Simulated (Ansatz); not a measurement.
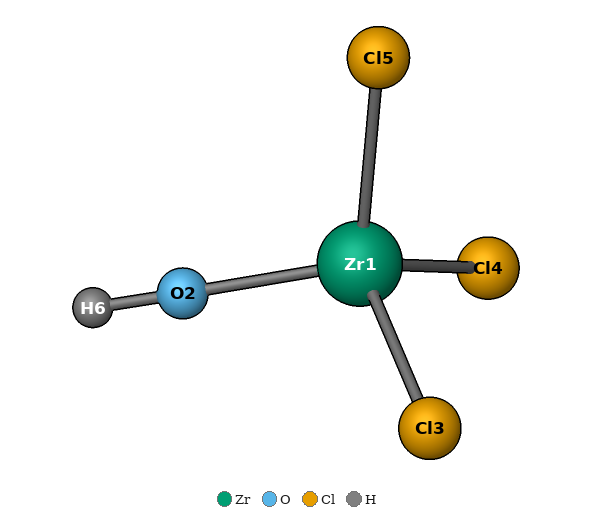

Charge 0, singlet. Sticks follow a distance rule. Harmonic vibrations computed with RKS PBE0-D4/def2-TZVP, core potentials on Zr (Ansatz 0.2.0) at a stationary point of the same level.

> How many imaginary frequencies does it have?

A minimum: no imaginary frequency, and the lowest mode lies at 97 cm⁻¹.

> How many vibrational modes are there, and where do they lie?

12 modes: 97, 97, 111, 146, 147, 245, 245, 383, 421, 421, 762, 3981 cm⁻¹.
